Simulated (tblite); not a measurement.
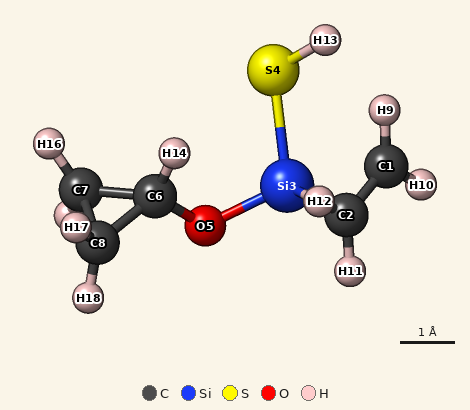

Figure 1. The structure as given in the input (ball-and-stick view, seen at a tilt; atoms are numbered from 1 in the order of the input).

# Run report: C5H10OSSi, geometry relaxation

C5H10OSSi, computed with GFN2-xTB geometry optimisation, gas phase (tblite 0.8.0).

It belongs to a series of runs on one base structure; here: H on O replaced by cPr.

## Log
```
step      E/eV     max force
  0    -675.49844    2.686
  1    -675.74134    1.356
  2    -675.84003    1.517
  3    -675.88895    0.728
  4    -675.93010    0.406
  5    -675.96953    0.526
  6    -675.99820    0.558
  7    -676.01612    0.331
  8    -676.02804    0.256
  9    -676.03734    0.304
 10    -676.04625    0.220
 11    -676.05369    0.190
 12    -676.06049    0.189
 13    -676.06770    0.257
 14    -676.07513    0.234
 15    -676.08150    0.307
 16    -676.08666    0.271
 17    -676.09109    0.159
 18    -676.09522    0.182
 19    -676.09901    0.162
 20    -676.10254    0.157
 21    -676.10686    0.209
 22    -676.11322    0.240
 23    -676.12134    0.228
 24    -676.12926    0.204
 25    -676.13621    0.234
 26    -676.14333    0.273
 27    -676.15188    0.266
 28    -676.16063    0.203
 29    -676.16627    0.160
 30    -676.16834    0.219
 31    -676.17140    0.125
 32    -676.17359    0.094
 33    -676.17734    0.114
 34    -676.17947    0.109
 35    -676.18118    0.112
 36    -676.18293    0.115
 37    -676.18583    0.139
 38    -676.18879    0.194
 39    -676.19121    0.163
 40    -676.19294    0.109
 41    -676.19455    0.109
 42    -676.19628    0.130
 43    -676.19775    0.131
 44    -676.19867    0.078
 45    -676.19926    0.061
 46    -676.19980    0.059
 47    -676.20040    0.080
 48    -676.20088    0.060
 49    -676.20116    0.039
 50    -676.20134    0.037
 51    -676.20150    0.037
 52    -676.20168    0.025
 53    -676.20176    0.018
 54    -676.20182    0.017
 55    -676.20187    0.017
 56    -676.20194    0.017
 57    -676.20201    0.022
 58    -676.20209    0.023
 59    -676.20215    0.022
 60    -676.20220    0.020
 61    -676.20226    0.020
 62    -676.20234    0.019
 63    -676.20242    0.022
 64    -676.20248    0.019
 65    -676.20253    0.014
 66    -676.20257    0.017
 67    -676.20261    0.018
 68    -676.20265    0.015
 69    -676.20269    0.014
 70    -676.20274    0.014
 71    -676.20279    0.017
 72    -676.20285    0.019
 73    -676.20293    0.026
 74    -676.20302    0.027
 75    -676.20313    0.027
 76    -676.20329    0.040
 77    -676.20347    0.042
 78    -676.20367    0.032
 79    -676.20385    0.034
 80    -676.20402    0.032
 81    -676.20415    0.025
 82    -676.20426    0.025
 83    -676.20436    0.028
 84    -676.20447    0.031
 85    -676.20460    0.030
 86    -676.20472    0.028
 87    -676.20482    0.029
 88    -676.20491    0.022
 89    -676.20503    0.030
 90    -676.20525    0.047
 91    -676.20560    0.066
 92    -676.20606    0.063
 93    -676.20645    0.043
 94    -676.20669    0.042
 95    -676.20696    0.045
 96    -676.20724    0.044
 97    -676.20770    0.060
 98    -676.20821    0.070
 99    -676.20882    0.061
100    -676.20943    0.077
101    -676.21034    0.083
102    -676.21101    0.086
103    -676.21198    0.046
104    -676.21252    0.060
105    -676.21286    0.062
106    -676.21324    0.056
107    -676.21317    0.088
108    -676.21393    0.074
109    -676.21426    0.043
110    -676.21501    0.074
111    -676.21533    0.072
112    -676.21559    0.039
113    -676.21583    0.050
114    -676.21630    0.043
115    -676.21658    0.038
116    -676.21689    0.048
117    -676.21721    0.062
118    -676.21761    0.052
119    -676.21810    0.077
120    -676.21810    0.090
121    -676.21902    0.082
122    -676.21960    0.050
123    -676.22089    0.058
124    -676.22238    0.077
125    -676.22382    0.121
126    -676.21538    0.442
127    -676.22521    0.105
128    -676.22593    0.069
129    -676.22315    0.353
130    -676.22817    0.054
131    -676.22912    0.053
132    -676.22844    0.278
133    -676.23100    0.052
134    -676.23158    0.055
135    -676.23288    0.111
136    -676.23355    0.066
137    -676.23464    0.059
138    -676.23572    0.083
139    -676.23658    0.076
140    -676.23687    0.129
141    -676.23744    0.055
142    -676.23786    0.084
143    -676.23820    0.059
144    -676.23861    0.058
145    -676.23887    0.043
146    -676.23922    0.037
147    -676.23940    0.029
148    -676.23952    0.029
149    -676.23962    0.023
150    -676.23972    0.028
151    -676.23978    0.025
152    -676.23988    0.028
153    -676.24000    0.031
154    -676.24013    0.031
155    -676.24024    0.033
156    -676.24034    0.030
157    -676.24042    0.022
158    -676.24048    0.027
159    -676.24058    0.025
160    -676.24071    0.033
161    -676.24086    0.030
162    -676.24100    0.024
163    -676.24114    0.023
164    -676.24129    0.026
165    -676.24147    0.039
166    -676.24165    0.038
167    -676.24179    0.042
168    -676.24193    0.032
169    -676.24207    0.031
170    -676.24230    0.039
171    -676.24255    0.045
172    -676.24289    0.040
173    -676.24323    0.035
174    -676.24361    0.042
175    -676.24401    0.055
176    -676.24444    0.070
177    -676.24465    0.067
178    -676.24357    0.199
179    -676.24523    0.041
180    -676.24544    0.030
181    -676.24574    0.108
182    -676.24609    0.038
183    -676.24624    0.032
184    -676.24670    0.052
185    -676.24691    0.037
186    -676.24713    0.040
187    -676.24730    0.041
188    -676.24745    0.049
189    -676.24760    0.049
190    -676.24778    0.024
191    -676.24789    0.024
192    -676.24799    0.019
193    -676.24808    0.028
194    -676.24816    0.020
195    -676.24824    0.019
196    -676.24832    0.018
197    -676.24841    0.023
198    -676.24840    0.064
199    -676.24856    0.026
200    -676.24862    0.021
201    -676.24874    0.013
202    -676.24877    0.013
203    -676.24886    0.014
204    -676.24889    0.016
205    -676.24894    0.015
206    -676.24898    0.020
207    -676.24901    0.020
208    -676.24909    0.028
209    -676.24915    0.031
210    -676.24932    0.037
211    -676.24939    0.034
212    -676.24949    0.022
213    -676.24960    0.028
214    -676.24964    0.020
215    -676.24973    0.037
216    -676.24987    0.027
217    -676.25004    0.051
218    -676.25022    0.046
219    -676.25042    0.044
220    -676.25056    0.029
221    -676.25075    0.028
222    -676.25093    0.030
223    -676.25108    0.036
224    -676.25116    0.015
225    -676.25119    0.015
226    -676.25121    0.011
227    -676.25122    0.011
228    -676.25123    0.007
```

## Trajectory as extended XYZ (Å, eV, eV/Å), 6 of the 229 frames kept, from step=0 to step=228
```
18
Properties=species:S:1:pos:R:3:forces:R:3 step=0 energy=-675.49844
C     3.4706   -0.4153   -0.7818   -0.0420  -0.4920   0.8120
C     2.5205   -0.5326    0.1457    1.0320  -0.7080  -0.2630
Si    1.0040    0.4490   -0.0475   -2.0300  -0.1320   0.5880
S     0.8744    1.1605   -2.1059    0.2480   0.9420  -0.0580
O    -0.3606   -0.5400    0.2776    1.8320   1.8930  -0.5250
C    -1.5428    0.0945   -0.0699   -0.6880  -0.3520   0.0810
C    -2.6083   -0.7853   -0.6469   -0.6400   0.2290   0.4300
C    -2.7814   -0.1428    0.7428   -0.8570  -0.4310  -0.6210
H     3.3740    0.2280   -1.6415    0.0930  -0.1570   0.0900
H     4.3618   -1.0020   -0.6492    0.3220   0.1210  -0.3460
H     2.6687   -1.2008    0.9989   -0.0570   0.3020  -0.4010
H     1.0466    1.6330    0.8331   -0.2080  -0.1120  -0.2010
H     1.4734    2.4254   -2.1204   -0.4610  -1.1940   0.3460
H    -1.4326    1.1069   -0.4810   -0.1180  -0.4950   0.1480
H    -2.4440   -1.8818   -0.6243   -0.0920   1.0600  -0.3050
H    -3.2565   -0.3629   -1.4212    0.4860  -0.5310   0.1000
H    -3.5281    0.6832    0.7928    0.8090  -0.7890   0.1980
H    -2.8484   -0.9107    1.5223    0.3700   0.8480  -0.0730
18
Properties=species:S:1:pos:R:3:forces:R:3 step=46 energy=-676.19980
C     3.4305   -0.5716   -0.7236    0.0170   0.0100  -0.0220
C     2.3476   -0.5022    0.0327   -0.0020  -0.0350  -0.0050
Si    0.9661    0.7531   -0.1337   -0.0360   0.0080  -0.0460
S     0.8721    1.6971   -2.0789    0.0150  -0.0210   0.0300
O    -0.3766   -0.1171    0.0697    0.0170   0.0440  -0.0160
C    -1.7036    0.2048   -0.1770   -0.0080  -0.0110   0.0070
C    -2.6213   -0.9036   -0.5844    0.0230  -0.0050  -0.0010
C    -2.7368   -0.2943    0.7844    0.0140   0.0250   0.0180
H     3.5921    0.0951   -1.5554   -0.0040   0.0350   0.0020
H     4.2065   -1.3037   -0.5594   -0.0180  -0.0080  -0.0040
H     2.2419   -1.2116    0.8419   -0.0040  -0.0060   0.0330
H     1.0715    1.8601    0.8183   -0.0060   0.0050   0.0180
H     2.0729    2.2529   -2.0442   -0.0140  -0.0220   0.0130
H    -1.8431    1.1806   -0.6268    0.0160  -0.0080   0.0000
H    -2.1900   -1.8899   -0.6416   -0.0040  -0.0260  -0.0310
H    -3.3754   -0.7016   -1.3291   -0.0070   0.0110   0.0440
H    -3.5749    0.3457    1.0147    0.0040  -0.0250  -0.0290
H    -2.3881   -0.8876    1.6160   -0.0030   0.0300  -0.0100
18
Properties=species:S:1:pos:R:3:forces:R:3 step=91 energy=-676.20560
C     3.4465   -0.5042   -0.7397   -0.0090  -0.0040  -0.0170
C     2.3462   -0.5212   -0.0055    0.0030  -0.0110  -0.0060
Si    0.9552    0.7317   -0.1089   -0.0010   0.0230  -0.0440
S     0.9210    1.7468   -2.0175    0.0020   0.0080   0.0190
O    -0.3885   -0.1471    0.0211    0.0320  -0.0550   0.0180
C    -1.7128    0.1753   -0.2275   -0.0010   0.0140   0.0080
C    -2.6519   -0.9447   -0.5411   -0.0160  -0.0020   0.0160
C    -2.7391   -0.2334    0.7812   -0.0280  -0.0240  -0.0040
H     3.6128    0.2439   -1.4984    0.0150   0.0190  -0.0050
H     4.2285   -1.2406   -0.6365   -0.0110   0.0000   0.0180
H     2.2323   -1.3020    0.7330   -0.0110  -0.0210   0.0290
H     1.0299    1.7911    0.8986    0.0090  -0.0030   0.0080
H     2.1828    2.1441   -1.9931   -0.0230   0.0040  -0.0010
H    -1.8391    1.1206   -0.7391   -0.0130   0.0290  -0.0470
H    -2.2427   -1.9429   -0.5450   -0.0010   0.0200   0.0070
H    -3.4244   -0.7767   -1.2753    0.0180   0.0010  -0.0020
H    -3.5713    0.4292    0.9624    0.0120  -0.0040  -0.0010
H    -2.3943   -0.7636    1.6547    0.0220   0.0070   0.0010
18
Properties=species:S:1:pos:R:3:forces:R:3 step=137 energy=-676.23464
C     3.5656   -0.3524   -0.6246    0.0290  -0.0010  -0.0360
C     2.3148   -0.6758   -0.3429   -0.0380   0.0100   0.0010
Si    0.9061    0.5469   -0.1427    0.0160  -0.0060  -0.0170
S     0.8710    2.0185   -1.7273   -0.0190   0.0050  -0.0070
O    -0.4045   -0.3807   -0.2968    0.0010   0.0050   0.0240
C    -1.7276   -0.0329   -0.5075    0.0150   0.0080   0.0080
C    -2.7564   -1.0756   -0.2210   -0.0270  -0.0070  -0.0230
C    -2.6393    0.1284    0.6686   -0.0010   0.0120   0.0250
H     3.8757    0.6687   -0.7817   -0.0220   0.0260   0.0310
H     4.3467   -1.0888   -0.7292    0.0060  -0.0240   0.0140
H     2.0670   -1.7204   -0.2064    0.0070   0.0070   0.0030
H     0.9151    1.2982    1.1123    0.0190   0.0160  -0.0120
H     2.1525    2.3393   -1.6817    0.0020  -0.0100   0.0200
H    -1.8587    0.6341   -1.3531    0.0030  -0.0250  -0.0080
H    -2.4037   -2.0170    0.1679    0.0110  -0.0200  -0.0120
H    -3.6041   -1.1526   -0.8810   -0.0470  -0.0260  -0.0250
H    -3.4118    0.8789    0.6201    0.0150   0.0470  -0.0050
H    -2.2172   -0.0107    1.6505    0.0310  -0.0150   0.0180
18
Properties=species:S:1:pos:R:3:forces:R:3 step=182 energy=-676.24609
C     3.5904   -0.3427   -0.4509   -0.0330  -0.0160   0.0080
C     2.3164   -0.6906   -0.5326    0.0140  -0.0140   0.0020
Si    0.8772    0.4750   -0.2518    0.0100   0.0080  -0.0080
S     0.7919    2.0159   -1.7688   -0.0200   0.0040   0.0060
O    -0.4164   -0.4736   -0.4350    0.0120  -0.0010   0.0110
C    -1.7455   -0.1115   -0.5761    0.0040  -0.0110  -0.0040
C    -2.7854   -1.0691   -0.0949    0.0000  -0.0060  -0.0060
C    -2.5475    0.2193    0.6421   -0.0070  -0.0130  -0.0050
H     3.8940    0.6635   -0.2068   -0.0130  -0.0110  -0.0010
H     4.3930   -1.0438   -0.6208    0.0000   0.0150   0.0000
H     2.0697   -1.7152   -0.7781    0.0190  -0.0130  -0.0100
H     0.8997    1.1758    1.0311   -0.0070   0.0130  -0.0010
H     2.0321    2.4433   -1.6114    0.0160   0.0110  -0.0100
H    -1.9269    0.4570   -1.4818    0.0050   0.0110  -0.0020
H    -2.4385   -1.9791    0.3685    0.0060   0.0010   0.0010
H    -3.6876   -1.1827   -0.6753    0.0020   0.0070   0.0040
H    -3.2833    1.0044    0.5727   -0.0070   0.0050   0.0100
H    -2.0420    0.1606    1.5932   -0.0020   0.0100   0.0020
18
Properties=species:S:1:pos:R:3:forces:R:3 step=228 energy=-676.25123
C     3.5747   -0.4090   -0.2848    0.0070   0.0000   0.0010
C     2.3242   -0.6553   -0.6375   -0.0050   0.0050   0.0000
Si    0.9005    0.5202   -0.3217   -0.0010   0.0010   0.0020
S     0.7083    1.9762   -1.9148   -0.0060   0.0000  -0.0020
O    -0.4039   -0.4280   -0.3772    0.0010   0.0000  -0.0010
C    -1.7338   -0.0665   -0.5165   -0.0020  -0.0030  -0.0010
C    -2.7682   -1.0651   -0.1134    0.0020   0.0040  -0.0020
C    -2.5531    0.1726    0.7122    0.0000  -0.0050   0.0010
H     3.8509    0.4954    0.2331    0.0000   0.0040   0.0020
H     4.3822   -1.0944   -0.4899    0.0000  -0.0040   0.0000
H     2.1000   -1.5798   -1.1545    0.0010  -0.0070   0.0000
H     0.9969    1.2970    0.9121    0.0020  -0.0020   0.0000
H     1.9526    2.4202   -1.8729    0.0040   0.0030  -0.0010
H    -1.9074    0.5614   -1.3836   -0.0030   0.0010  -0.0010
H    -2.4136   -2.0004    0.2902   -0.0020   0.0000   0.0000
H    -3.6638   -1.1471   -0.7089    0.0030   0.0000   0.0000
H    -3.2984    0.9517    0.6887    0.0000   0.0030   0.0000
H    -2.0570    0.0572    1.6631    0.0010  -0.0010   0.0040
```

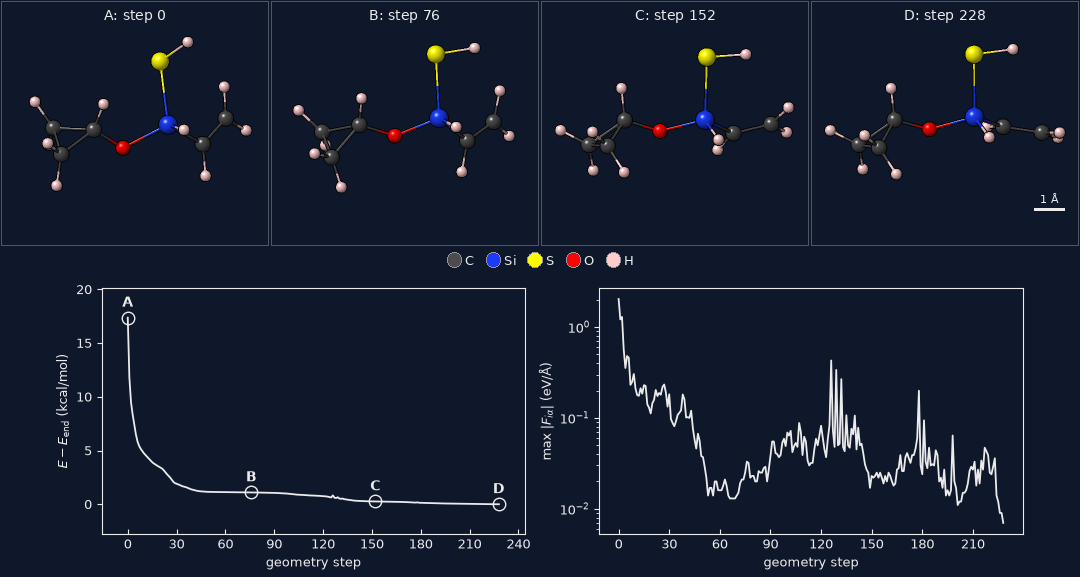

Figure 2. Frames of the relaxation (ball-and-stick view, seen at a tilt) above the curves, on which the letters mark them (steps are counted from 0).

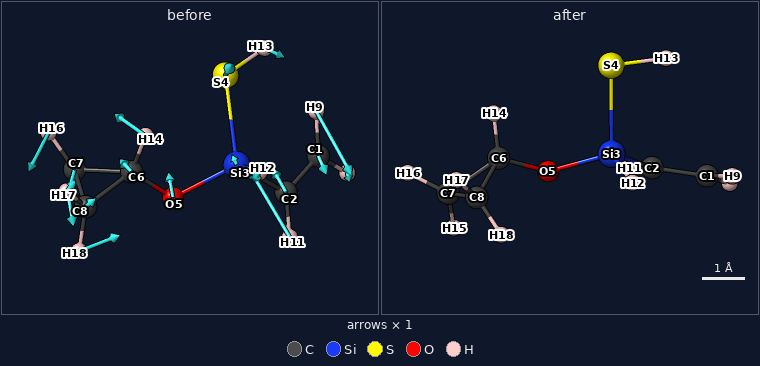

Figure 3. Before (left) and after (right) the relaxation, at one scale (ball-and-stick view, seen at a tilt). The teal arrows give the displacements, at true length. The largest move after the best rigid fit is that of H11, 2.21 Å. By element the largest moves are H 2.21 Å, S 0.86 Å, C 0.76 Å, O 0.67 Å, Si 0.29 Å. Distances before and after: Si3–O5 1.716 → 1.614 Å, S4–H13 1.400 → 1.322 Å, C2–Si3 1.817 → 1.873 Å, C7–C8 1.541 → 1.503 Å. Among the angles that change: Si3–O5–C6 111.5° → 128.8°, Si3–S4–H13 106.2° → 96.8°, C7–C8–H18 110.9° → 117.5°. The energy falls by 17.4 kcal/mol in 228 geometry steps. The largest force component goes from 2 to 0.007 eV/Å. (Atoms are counted from 1 in the order of the input.)

This output came from the following input.

## The input
```
{"job": {"kind": "relax", "xc": "GFN2-xTB", "basis": "xTB"}, "charge": 0, "multiplicity": 1}
C      3.470600    -0.415300    -0.781800
C      2.520500    -0.532600     0.145700
Si     1.004000     0.449000    -0.047500
S      0.874400     1.160500    -2.105900
O     -0.360600    -0.540000     0.277600
C     -1.542800     0.094500    -0.069900
C     -2.608300    -0.785300    -0.646900
C     -2.781400    -0.142800     0.742800
H      3.374000     0.228000    -1.641500
H      4.361800    -1.002000    -0.649200
H      2.668700    -1.200800     0.998900
H      1.046600     1.633000     0.833100
H      1.473400     2.425400    -2.120400
H     -1.432600     1.106900    -0.481000
H     -2.444000    -1.881800    -0.624300
H     -3.256500    -0.362900    -1.421200
H     -3.528100     0.683200     0.792800
H     -2.848400    -0.910700     1.522300
```

The first line tells a small driver script what to run in tblite; the rest is the geometry in Å.

Command:
```bash
OMP_NUM_THREADS=1 python <driver script> task.json out
```

## Key numbers

- outcome: converged
- total energy: −676.2512 eV
- hardware: 1 CPU thread, shared host
- wall time: 6.3 s
- peak memory: 0.18 GiB
